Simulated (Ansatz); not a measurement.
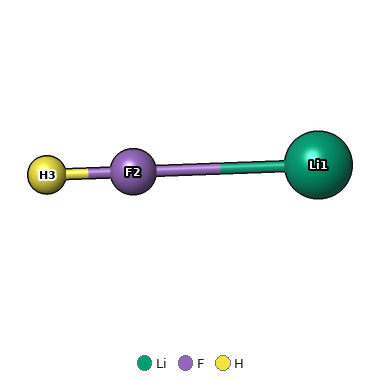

The system is Li + FH, spin multiplicity 2; the picture shows the reference structure. Coordinates scanned: (1) distance Li1–F2; (2) distance F2–H3. Nothing is relaxed (the angle Li1–F2–H3 is fixed at 180 degrees). The grid has 17 × 17 points. Points are written as (first, second). Energies: kJ/mol, counted from Li far from the relaxed FH (each part in its own basis). Method: UHF-CCSD(T), frozen core/def2-TZVPD (Ansatz).

Its coordinates:

```yaml
atoms:
  - { symbol: Li, position_ang: [-1.9510, 0.0000, 0.0000] }
  - { symbol: F, position_ang: [0.0000, 0.0000, 0.0000] }
  - { symbol: H, position_ang: [0.9100, 0.0000, 0.0000] }
```

Range: distance Li1–F2 from 1.504 to 3.104 Å; distance F2–H3 from 0.728 to 2.328 Å.

> What landscape does the calculation give?

The lowest grid point is at (1.951 Å, 0.910 Å), −12 kJ/mol from Li far from the relaxed FH (each part in its own basis). The energy also falls towards the edge at (1.611 Å, 2.328 Å) (27 kJ/mol above the lowest), where a further well may lie outside the range. The highest grid point, (3.104 Å, 2.328 Å), lies 315 kJ/mol above the lowest.

| distance F2–H3 ↓, distance Li1–F2 → | 1.504 | 1.611 | 1.768 | 1.951 | 2.154 | 2.372 | 2.605 | 2.849 | 3.104 |
| --- | --- | --- | --- | --- | --- | --- | --- | --- | --- |
| 2.199 | 21 | 17 | 34 | 71 | 118 | 167 | 216 | 262 | 303 |
| 1.949 | 27 | 21 | 38 | 74 | 120 | 169 | 217 | 262 | 302 |
| 1.711 | 37 | 31 | 47 | 81 | 125 | 172 | 219 | 261 | 300 |
| 1.485 | 57 | 49 | 62 | 93 | 133 | 176 | 215 | 249 | 276 |
| 1.274 | 81 | 70 | 76 | 96 | 121 | 139 | 150 | 156 | 160 |
| 1.081 | 66 | 43 | 30 | 29 | 33 | 38 | 42 | 44 | 46 |
| 0.910 | 33 | 7 | −8 | −12 | −10 | −7 | −4 | −3 | −2 |
| 0.772 | 135 | 109 | 93 | 89 | 91 | 93 | 95 | 96 | 96 |

The table holds every second grid line.

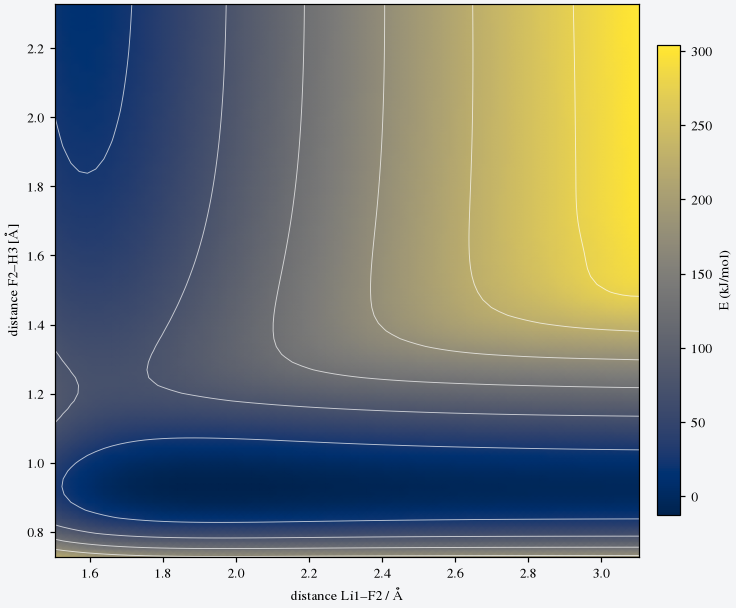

Drawn: a smooth colour map with a few white contour lines. Between grid points the surface is interpolated.

Time for the 289 points that were run: 22 min on 1 thread of AMD EPYC 9R45 96-Core Processor (Zen 5), with other jobs on the host.
